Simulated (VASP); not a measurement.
Band structure of RbH (space group Fm-3m). Level of theory: HSE06 screened hybrid, VASP's PBE PAW potentials (set 64) (plane waves; VASP).

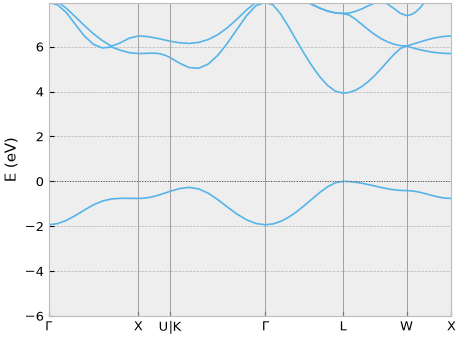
Figure: Bands along high-symmetry lines, zero at the valence-band maximum or, without a gap, the Fermi level

Problem. Read the plot: is there a gap, and where are the band edges?

Solution. The gap is direct, 3.93 eV, from the valence maximum at L to the conduction minimum at L.

The structure comes from a computed database's RbH entry (Fm-3m); how it stands against other phases isn't given here. It was relaxed first. The cell's shape comes from a PBE relaxation.
